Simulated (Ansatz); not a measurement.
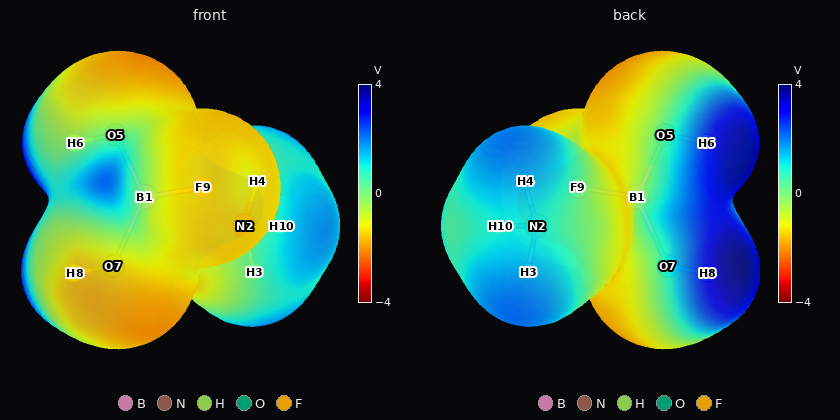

The picture shows: BFH$_{2}$O$_{2}$···NH$_{3}$. The molecular electrostatic potential painted on the density surface at 0.004 e/bohr³, seen from the front and from behind; red is negative and blue positive.

Method: RHF/6-31G* (Ansatz 0.2.0).

Input

```
crystal:
  periodic: [false, false, false]
  atoms:
    - { symbol: B, position_ang: [-0.042897, 0.451139, -0.473317] }
    - { symbol: "N", position_ang: [-0.071916, 0.047586, 2.247587] }
    - { symbol: H, position_ang: [-0.7758, -0.194364, 2.919791] }
    - { symbol: H, position_ang: [0.818612, 0.032594, 2.710843] }
    - { symbol: O, position_ang: [1.16767, -0.096835, -0.731664] }
    - { symbol: H, position_ang: [1.154291, -0.988046, -1.041855] }
    - { symbol: O, position_ang: [-1.25085, -0.119083, -0.700528] }
    - { symbol: H, position_ang: [-1.264058, -1.057089, -0.804159] }
    - { symbol: F, position_ang: [-0.048069, 1.707356, -0.053451] }
    - { symbol: H, position_ang: [-0.242384, 1.016543, 1.954054] }
basis:
  gaussian: { orbitals: "6-31G*" }
hamiltonian:
  xc: hf
relax:
  f_tol: 0.03
  max_steps: 50
output:
  orbitals: {}
```

Launched as:

```sh
ansatz run input.yaml --threads 1 --pin off --max-ram 2048MiB --backend cpu --events-out ev --progress --plain --runs-dir out
```

The fields are those of the run's last geometry, not of the input's.

**Which sites attract a positive test charge, and which a negative one?**

A positive charge is drawn to the negative regions and a negative charge to the positive ones. The most negative region (about −2.1 V, or −48 kcal/mol for a unit charge) lies over O5 and O7, the most positive (about +3.8 V, or +88 kcal/mol for a unit charge) over H6 and H8.
